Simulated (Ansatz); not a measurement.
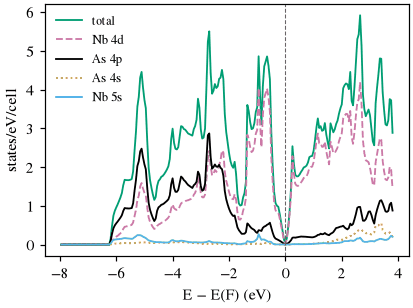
Figure. Total and projected density of states of NbAs in space group I4_1md (No. 109; Nb on 4a, As on 4a), the program Ansatz at the PBE level (PAW)

### Question
Which orbitals carry the states next to the Fermi level?

### Answer
Within 0.5 eV of the Fermi level: Nb 4d 85 %, As 4p 11 %. Projections are on Löwdin-orthogonalised atomic valence shells; empty p or d shells of many metals are not among them.

### Question
Where is the tallest occupied peak in this window, and what makes it?

### Answer
Near -2.7 eV, about 5.5 states/eV per cell; the largest projected share is As 4p.

Symmetry was held in the PBE relaxation; of distortions, only those at the zone centre were tested. The run is not spin-polarised. A small band overlap can be real or an error of a semilocal functional. Spin–orbit coupling is left out wherever it is not named.

Potentials: the later of the program's two PAW sets.
